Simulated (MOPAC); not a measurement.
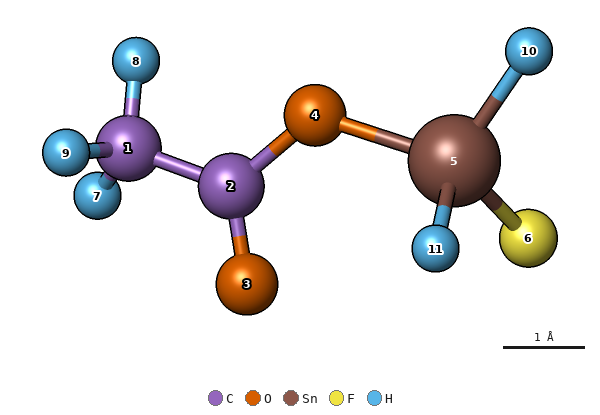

Fig. 1: The input geometry (ball-and-stick view, seen at a tilt; atoms are numbered from 1 in the order of the input). Sticks mark near contacts. Bond lengths as drawn: C–C 1.45 Å, C–H 1.07 to 1.19 Å, C–O 1.24 to 1.44 Å, F–Sn 1.93 Å, H–Sn 1.72 to 1.79 Å and O–Sn 1.93 Å.

# Run report: C₂H₅FO₂Sn, energy and gradient calculation

- system: C₂H₅FO₂Sn, SMILES CC(=O)[O][SnH2][F]
- method: PM3, closed shell (MOPAC 23.2.5)

The geometry: force field.

Input file (job.mop):
```
DISP BONDS GRADIENTS 1SCF PM3 AUX(PRECISION=6) T=10M THREADS=1
C2H5FO2Sn gradient

C     -1.938700 +1    -0.914800 +1     0.165300 +1
C     -0.589500 +1    -0.405600 +1     0.353700 +1
O     -0.037000 +1    -0.622900 +1     1.436700 +1
O      0.126300 +1     0.327000 +1    -0.659100 +1
Sn     1.931000 +1     0.999000 +1    -0.480000 +1
F      3.138100 +1    -0.470000 +1    -0.170600 +1
H     -2.104400 +1    -1.858900 +1     0.637000 +1
H     -2.165900 +1    -0.944800 +1    -0.937900 +1
H     -2.685100 +1    -0.121400 +1     0.647100 +1
H      2.393600 +1     1.858300 +1    -1.897400 +1
H      1.997100 +1     2.097200 +1     0.925800 +1
```

Command:
```bash
mopac job.mop
```

What the program printed:
```
MOPAC v23.2.5
PM3 CALCULATION RESULTS

 *  PM3        - The PM3 Hamiltonian to be used
 *  1SCF       - DO 1 SCF AND THEN STOP
 *  THREADS=1  - MULTI-THREADING NOT USED
 *  AUX        - OUTPUT AUXILIARY INFORMATION
 *  GRADIENTS  - ALL GRADIENTS TO BE PRINTED
 *  DISP       - PRINT DISPERSION AND HYDROGEN BOND ENERGIES
 *  BONDS      - FINAL BOND-ORDER MATRIX TO BE PRINTED
DISP BONDS GRADIENTS 1SCF PM3 AUX(PRECISION=6) T=10M THREADS=1
 C2H5FO2Sn gradient

   ATOM   CHEMICAL          X               Y               Z
  NUMBER   SYMBOL      (ANGSTROMS)     (ANGSTROMS)     (ANGSTROMS)

     1       C         -1.93870000  *  -0.91480000  *   0.16530000  *
     2       C         -0.58950000  *  -0.40560000  *   0.35370000  *
     3       O         -0.03700000  *  -0.62290000  *   1.43670000  *
     4       O          0.12630000  *   0.32700000  *  -0.65910000  *
     5      Sn          1.93100000  *   0.99900000  *  -0.48000000  *
     6       F          3.13810000  *  -0.47000000  *  -0.17060000  *
     7       H         -2.10440000  *  -1.85890000  *   0.63700000  *
     8       H         -2.16590000  *  -0.94480000  *  -0.93790000  *
     9       H         -2.68510000  *  -0.12140000  *   0.64710000  *
    10       H          2.39360000  *   1.85830000  *  -1.89740000  *
    11       H          1.99710000  *   2.09720000  *   0.92580000  *

          CARTESIAN COORDINATES

    NO.       ATOM           X           Y           Z

     1         C         -1.9387     -0.9148      0.1653
     2         C         -0.5895     -0.4056      0.3537
     3         O         -0.0370     -0.6229      1.4367
     4         O          0.1263      0.3270     -0.6591
     5        Sn          1.9310      0.9990     -0.4800
     6         F          3.1381     -0.4700     -0.1706
     7         H         -2.1044     -1.8589      0.6370
     8         H         -2.1659     -0.9448     -0.9379
     9         H         -2.6851     -0.1214      0.6471
    10         H          2.3936      1.8583     -1.8974
    11         H          1.9971      2.0972      0.9258

           Empirical Formula: C2 H5 O2 Sn F  =    11 atoms

      MOLECULAR POINT GROUP   :   C1

      RHF CALCULATION, NO. OF DOUBLY OCCUPIED LEVELS = 18

 -------------------------------------------------------------------------------
 DISP BONDS GRADIENTS 1SCF PM3 AUX(PRECISION=6) T=10M THREADS=1
 C2H5FO2Sn gradient

     1SCF WAS SPECIFIED, SO BFGS WAS NOT USED
     SCF FIELD WAS ACHIEVED

                              PM3 CALCULATION

          FINAL HEAT OF FORMATION =       -108.25620 KCAL/MOL =    -452.94393 KJ/MOL

          TOTAL ENERGY            =     -32811.55015 KCAL/MOL = ELECTRONIC ENERGY + CORE-CORE REPULSION
          ENERGY OF ATOMS         =      32703.29395 KCAL/MOL
                              SUM =       -108.25620 KCAL/MOL
          DISPERSION ENERGY       =          0.00000 KCAL/MOL
                              SUM =       -108.25620 KCAL/MOL = FINAL HEAT OF FORMATION

          TOTAL ENERGY            =      -1422.84348 EV
          ELECTRONIC ENERGY       =      -4262.47428 EV
          CORE-CORE REPULSION     =       2839.63080 EV
          COSMO AREA              =        146.35 SQUARE ANGSTROMS
          COSMO VOLUME            =        137.84 CUBIC ANGSTROMS

          GRADIENT NORM           =        200.82646          =       60.55145 PER ATOM
          IONIZATION POTENTIAL    =         11.423496 EV
          HOMO LUMO ENERGIES (EV) =        -11.423 -1.411
          NO. OF FILLED LEVELS    =         18
          MOLECULAR WEIGHT        =        198.7487         POINT GROUP:  C1

          MOLECULAR DIMENSIONS (Angstroms)

            Atom       Atom       Distance
            H    10    H     7     6.36182
            H     9    F     6     4.09006
            H     8    H    11     3.58574

          SCF CALCULATIONS        =          1

          WALL-CLOCK TIME         =      0.016 SECONDS
          COMPUTATION TIME        =      0.015 SECONDS

          LARGEST ATOMIC GRADIENTS

          Atom     Label                     Cartesian Gradients           Cartesian Coordinates       |Gradient|
                                           X          Y          Z        X          Y          Z

             4       O                  73.001     58.805    -55.633    0.12630    0.32700   -0.65910    109.006
             1       C                  63.506    -60.364     42.206   -1.93870   -0.91480    0.16530     97.253
             2       C                 -77.409    -24.557     -9.300   -0.58950   -0.40560    0.35370     81.741
             5      Sn                 -32.095    -46.212    -31.983    1.93100    0.99900   -0.48000     64.719
             9       H                 -29.515     37.725     22.263   -2.68510   -0.12140    0.64710     52.820
             3       O                 -15.480    -24.740     41.490   -0.03700   -0.62290    1.43670     50.726
            11       H                  -0.888     24.441     28.764    1.99710    2.09720    0.92580     37.756
             8       H                   3.341      4.902    -22.450   -2.16590   -0.94480   -0.93790     23.220
             7       H                   4.321     18.035     -6.387   -2.10440   -1.85890    0.63700     19.615
            10       H                   7.170     13.939    -11.628    2.39360    1.85830   -1.89740     19.517

       FINAL  POINT  AND  DERIVATIVES

   PARAMETER     ATOM    TYPE            VALUE        GRADIENT
      1          1  C    CARTESIAN X    -1.938700     63.505630  KCAL/ANGSTROM
      2          1  C    CARTESIAN Y    -0.914800    -60.364216  KCAL/ANGSTROM
      3          1  C    CARTESIAN Z     0.165300     42.205819  KCAL/ANGSTROM
      4          2  C    CARTESIAN X    -0.589500    -77.408875  KCAL/ANGSTROM
      5          2  C    CARTESIAN Y    -0.405600    -24.556576  KCAL/ANGSTROM
      6          2  C    CARTESIAN Z     0.353700     -9.300384  KCAL/ANGSTROM
      7          3  O    CARTESIAN X    -0.037000    -15.479760  KCAL/ANGSTROM
      8          3  O    CARTESIAN Y    -0.622900    -24.740123  KCAL/ANGSTROM
      9          3  O    CARTESIAN Z     1.436700     41.490312  KCAL/ANGSTROM
     10          4  O    CARTESIAN X     0.126300     73.001167  KCAL/ANGSTROM
     11          4  O    CARTESIAN Y     0.327000     58.805289  KCAL/ANGSTROM
     12          4  O    CARTESIAN Z    -0.659100    -55.632635  KCAL/ANGSTROM
     13          5 Sn    CARTESIAN X     1.931000    -32.095205  KCAL/ANGSTROM
     14          5 Sn    CARTESIAN Y     0.999000    -46.211501  KCAL/ANGSTROM
     15          5 Sn    CARTESIAN Z    -0.480000    -31.982934  KCAL/ANGSTROM
     16          6  F    CARTESIAN X     3.138100      4.048869  KCAL/ANGSTROM
     17          6  F    CARTESIAN Y    -0.470000     -1.974391  KCAL/ANGSTROM
     18          6  F    CARTESIAN Z    -0.170600      2.658239  KCAL/ANGSTROM
     19          7  H    CARTESIAN X    -2.104400      4.320539  KCAL/ANGSTROM
     20          7  H    CARTESIAN Y    -1.858900     18.035293  KCAL/ANGSTROM
     21          7  H    CARTESIAN Z     0.637000     -6.387364  KCAL/ANGSTROM
     22          8  H    CARTESIAN X    -2.165900      3.340625  KCAL/ANGSTROM
     23          8  H    CARTESIAN Y    -0.944800      4.901757  KCAL/ANGSTROM
     24          8  H    CARTESIAN Z    -0.937900    -22.449742  KCAL/ANGSTROM
     25          9  H    CARTESIAN X    -2.685100    -29.514887  KCAL/ANGSTROM
     26          9  H    CARTESIAN Y    -0.121400     37.724679  KCAL/ANGSTROM
     27          9  H    CARTESIAN Z     0.647100     22.262950  KCAL/ANGSTROM
     28         10  H    CARTESIAN X     2.393600      7.170013  KCAL/ANGSTROM
     29         10  H    CARTESIAN Y     1.858300     13.939255  KCAL/ANGSTROM
     30         10  H    CARTESIAN Z    -1.897400    -11.628004  KCAL/ANGSTROM
     31         11  H    CARTESIAN X     1.997100     -0.888115  KCAL/ANGSTROM
     32         11  H    CARTESIAN Y     2.097200     24.440533  KCAL/ANGSTROM
     33         11  H    CARTESIAN Z     0.925800     28.763743  KCAL/ANGSTROM

   ATOM   CHEMICAL          X               Y               Z
  NUMBER   SYMBOL      (ANGSTROMS)     (ANGSTROMS)     (ANGSTROMS)

     1       C         -1.93870000  *  -0.91480000  *   0.16530000  *
     2       C         -0.58950000  *  -0.40560000  *   0.35370000  *
     3       O         -0.03700000  *  -0.62290000  *   1.43670000  *
     4       O          0.12630000  *   0.32700000  *  -0.65910000  *
     5      Sn          1.93100000  *   0.99900000  *  -0.48000000  *
     6       F          3.13810000  *  -0.47000000  *  -0.17060000  *
     7       H         -2.10440000  *  -1.85890000  *   0.63700000  *
     8       H         -2.16590000  *  -0.94480000  *  -0.93790000  *
     9       H         -2.68510000  *  -0.12140000  *   0.64710000  *
    10       H          2.39360000  *   1.85830000  *  -1.89740000  *
    11       H          1.99710000  *   2.09720000  *   0.92580000  *

                             CARTESIAN COORDINATES

   1    C       -1.938700000    -0.914800000     0.165300000
   2    C       -0.589500000    -0.405600000     0.353700000
   3    O       -0.037000000    -0.622900000     1.436700000
   4    O        0.126300000     0.327000000    -0.659100000
   5   Sn        1.931000000     0.999000000    -0.480000000
   6    F        3.138100000    -0.470000000    -0.170600000
   7    H       -2.104400000    -1.858900000     0.637000000
   8    H       -2.165900000    -0.944800000    -0.937900000
   9    H       -2.685100000    -0.121400000     0.647100000
  10    H        2.393600000     1.858300000    -1.897400000
  11    H        1.997100000     2.097200000     0.925800000

           Empirical Formula: C2 H5 O2 Sn F  =    11 atoms

      MOLECULAR POINT GROUP   :   C1

                  EIGENVALUES
 -38.73554 -34.68074 -30.49275 -20.81245 -20.37894 -18.10772 -16.99782 -16.51255
 -16.09906 -15.72746 -15.55739 -14.44317 -14.00116 -13.34076 -13.04253 -12.28276
 -11.70270 -11.42350  -1.41097   0.10635   0.50309   0.73982   0.95453   2.44790
   3.23115   3.50029   3.94860   4.79952   6.64820

              NET ATOMIC CHARGES AND DIPOLE CONTRIBUTIONS

  ATOM NO.   TYPE          CHARGE      No. of ELECS.   s-Pop       p-Pop
    1          C          -0.123407        4.1234     1.13622     2.98718
    2          C           0.427937        3.5721     1.19384     2.37822
    3          O          -0.389553        6.3896     1.87396     4.51559
    4          O          -0.574988        6.5750     1.83040     4.74459
    5         Sn           1.131166        2.8688     1.01412     1.85471
    6          F          -0.383697        7.3837     1.66889     5.71480
    7          H           0.085975        0.9140     0.91403
    8          H           0.068247        0.9318     0.93175
    9          H           0.076481        0.9235     0.92352
   10          H          -0.153228        1.1532     1.15323
   11          H          -0.164934        1.1649     1.16493
 DIPOLE           X         Y         Z       TOTAL
 POINT-CHG.    -1.543     2.114    -1.676     3.108
 HYBRID        -0.380    -0.346    -0.168     0.541
 SUM           -1.923     1.768    -1.844     3.197

          ATOMIC ORBITAL ELECTRON POPULATIONS

     Atom    s        px        py        pz
    1  C   1.13622   0.93511   1.01976   1.03232
    2  C   1.19384   0.85901   0.72018   0.79903
    3  O   1.87396   1.69697   1.52570   1.29292
    4  O   1.83040   1.49865   1.70367   1.54226
    5 Sn   1.01412   0.47839   0.62513   0.75119
    6  F   1.66889   1.88274   1.85946   1.97260
    7  H   0.91403
    8  H   0.93175
    9  H   0.92352
   10  H   1.15323
   11  H   1.16493

          BONDING CONTRIBUTION OF EACH M.O.

  1.1739  0.7252  1.5650  1.4766  1.4379  1.3877  1.0884  1.2930  1.2708  0.5348
  0.3811  1.2475  1.7174  1.3931  1.3176  1.2096  1.2068  0.6736 -2.2455 -1.5806
 -1.7731 -1.8040 -1.8333 -2.1188 -1.9717 -1.9760 -1.9566 -1.9282 -1.9121

            (VALENCIES)   BOND ORDERS

     1  C     (3.969)     8  H 0.981     7  H 0.975     2  C 0.975     9  H 0.964     3  O 0.029     4  O 0.027
                          5 Sn 0.016

     2  C     (3.803)     3  O 1.814     1  C 0.975     4  O 0.972     9  H 0.012    10  H 0.011

     3  O     (2.040)     2  C 1.814     4  O 0.126     5 Sn 0.041     1  C 0.029     9  H 0.014

     4  O     (1.946)     2  C 0.972     5 Sn 0.740     3  O 0.126     6  F 0.038    11  H 0.027     1  C 0.027

     5 Sn     (3.483)    10  H 0.921    11  H 0.909     6  F 0.846     4  O 0.740     3  O 0.041     1  C 0.016

     6  F     (0.928)     5 Sn 0.846     4  O 0.038    10  H 0.021    11  H 0.019

     7  H     (0.993)     1  C 0.975

     8  H     (0.995)     1  C 0.981

     9  H     (0.994)     1  C 0.964     3  O 0.014     2  C 0.012

    10  H     (0.977)     5 Sn 0.921     6  F 0.021    11  H 0.015     2  C 0.011

    11  H     (0.973)     5 Sn 0.909     4  O 0.027     6  F 0.019    10  H 0.015

 *                    *
 * JOB ENDED NORMALLY *
 *                    *

 TOTAL JOB TIME:             0.03 SECONDS

 == MOPAC DONE ==
```

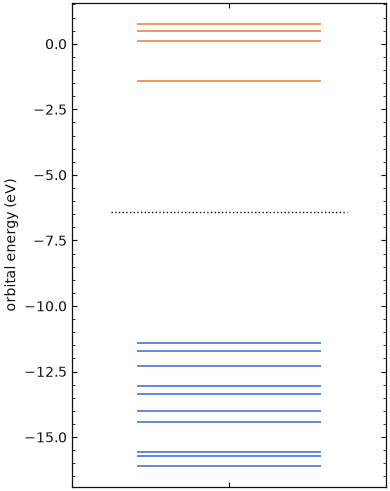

Fig. 2: Orbital energies near the frontier; the dotted line parts filled from empty levels, and levels within 0.02 eV of each other stand side by side. Highest filled −11.42 eV, lowest empty −1.41 eV, 10.01 eV apart.

Summary:

| quantity | value |
| --- | --- |
| outcome | converged |
| total energy | −52.288533 hartree |
| dispersion energy | 0.000000 hartree |
| heat of formation | −108.26 kcal/mol |
| basis functions | 29 |
| largest force | 4.727 eV/Å |
| HOMO | −11.42 eV |
| LUMO | −1.41 eV |
| dipole moment | 3.20 D |
| hardware | 1 thread of Arm Neoverse N1, 54 GiB of memory available, shared host |
| peak memory | 0.073 GiB |

MOPAC's energies along a path are heats of formation.
